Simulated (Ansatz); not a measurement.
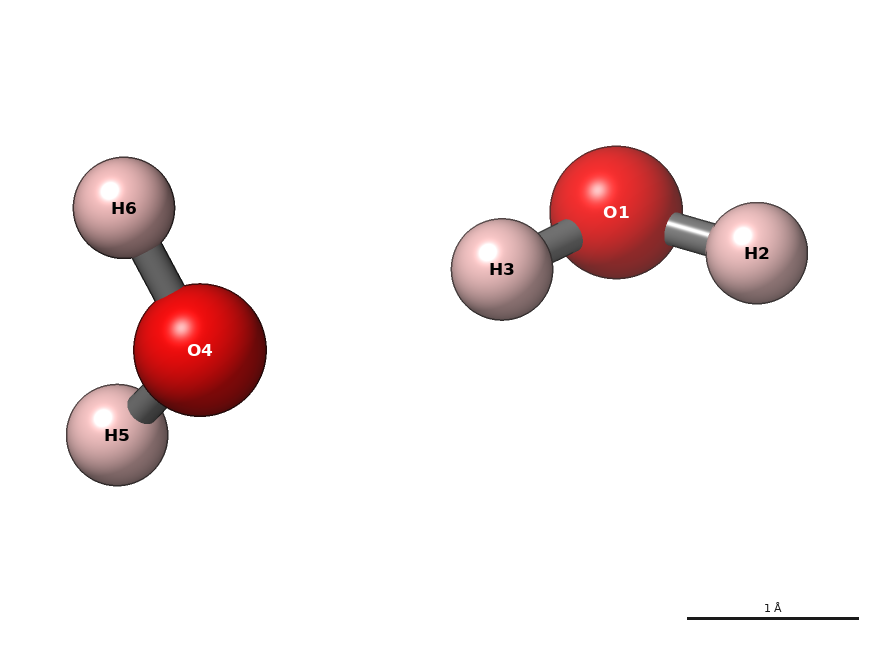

(Drawn from a calculation with Ansatz.)

Charge +1, doublet. Geometry: a fixed input geometry, not necessarily a minimum.

Which hydrogen bonds does the structure hold? Count O, N, F, S and Cl donors.

| D–H···A | D–H (Å) | H···A (Å) | angle (°) | kind |
| --- | --- | --- | --- | --- |
| O1–H3···O4 | 0.95 | 2.04 | 165 | intermolecular |
